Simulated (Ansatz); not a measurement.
## Electronic structure of FH$_{3}$OSi···NH$_{3}$ in real space

Input file:

```
crystal:
  periodic: [false, false, false]
  atoms:
    - {symbol: Si, position_ang: [-0.009372, 0.909887, -0.236204]}
    - {symbol: N, position_ang: [-0.054115, -1.768386, 0.202051]}
    - {symbol: H, position_ang: [0.077819, 0.280659, -1.563137]}
    - {symbol: H, position_ang: [-1.219725, 0.660727, 0.576825]}
    - {symbol: O, position_ang: [0.026126, 2.514042, -0.611531]}
    - {symbol: H, position_ang: [-0.040064, -1.905711, 1.205335]}
    - {symbol: F, position_ang: [1.291883, 0.630744, 0.662586]}
    - {symbol: H, position_ang: [-0.810524, -2.325773, -0.175914]}
    - {symbol: H, position_ang: [0.814761, -2.138597, -0.163891]}
    - {symbol: H, position_ang: [-0.076789, 3.142408, 0.104081]}
basis:
  gaussian: {orbitals: def2-TZVPP}
hamiltonian: {xc: pbe0, dispersion: d4}
output: {orbitals: {seedname: orbitals}}
```

Command:

```sh
ansatz run in.yaml --threads 4 --pin off --events-out ev --progress --plain --max-ram 9574MiB
```

The product side of a reaction path; geometry: PBE0-D4/def2-TZVP.

These are results of Ansatz, RKS PBE0-D4/def2-TZVPP, not measurements.

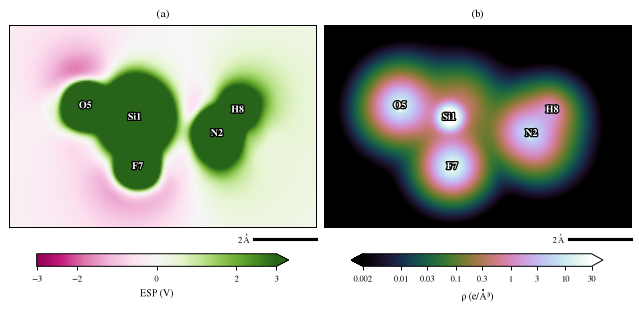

Figure 1. (a) electrostatic potential; (b) electron density on the plane of atoms O5, Si1 and F7.

**Describe what can be read from this map.**

- The plane passes through Si, N, O, F and H nuclei.
- Si1···N2 (2.71 Å): the density falls to about 0.14 e/Å³ on the way.
- Si–F (1.61 Å): the density is about 1.1 e/Å³ at the midpoint.
- Si–O (1.65 Å): ρ at the midpoint is about 1.2 e/Å³.
- N–H (1.01 Å): the density is about 2.9 e/Å³ at the midpoint.
- Outside the dense part of the complex the potential is most negative (−1.7 V) near O5.

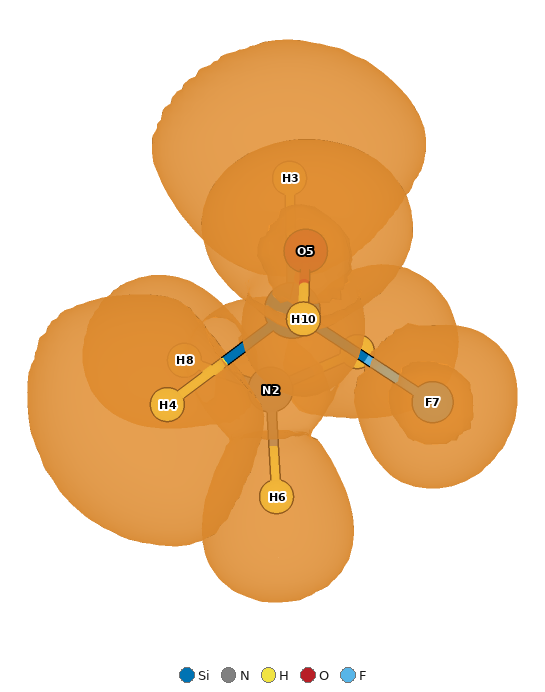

Figure 2. Isosurface of the electron localisation function at 0.75 (orange), seen at an oblique angle. Core shells and regions of very low density are left out.

**Where are the electrons localised?**

The surface consists of two regions around hydrogen nuclei, one region wrapped around F (its lone pairs, merged into a ring or cap), one joined region spread over several atoms (H, N), in which their bonds and any lone pairs are merged and one joined region spread over several atoms (H, O), in which their bonds and any lone pairs are merged.


Si1···N2 (2.71 Å): the ELF peaks at about 0.95 in the valence shell of N, 0.7 Å from its nucleus, and is about 0.20 at the midpoint. Si–F (1.61 Å): the ELF peaks at about 0.85 in the valence shell of F, 0.6 Å from its nucleus, and is about 0.55 at the midpoint.

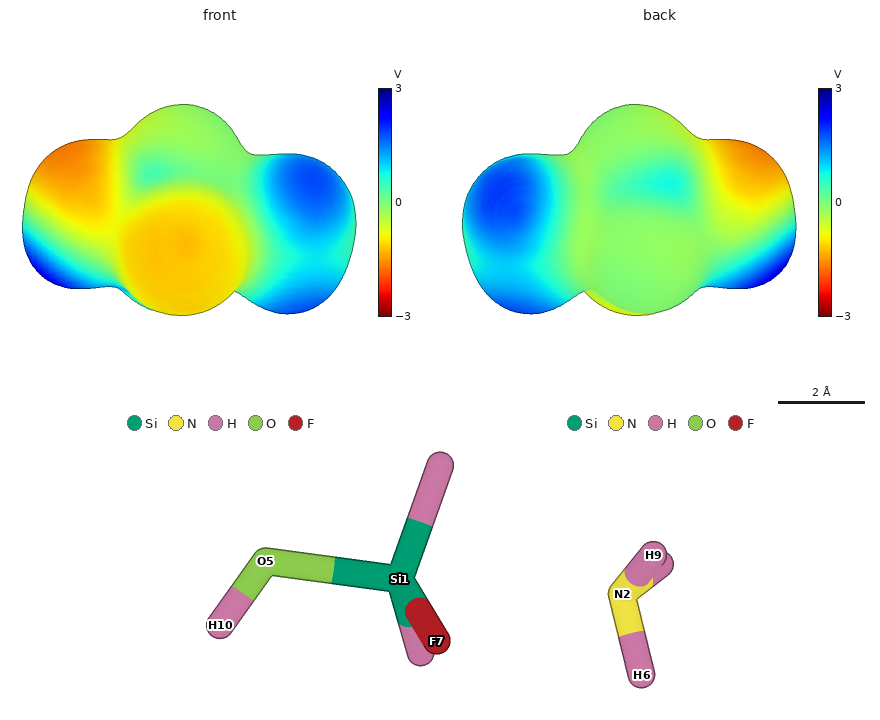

Figure 3. The molecular electrostatic potential painted on the density surface at 0.002 e/bohr³, seen from the front and from behind; the colour scale runs from red (negative) to blue (positive). The bare structure is drawn below in the same view.

**Which sites attract a positive test charge, and which a negative one?**

A positive charge is drawn to the negative regions and a negative charge to the positive ones. The most negative region (about −1.6 V, or −37 kcal/mol for a unit charge) lies over O5, the most positive (about +2.3 V, or +53 kcal/mol for a unit charge) over H10. O5 is the likeliest acceptor of a hydrogen bond.
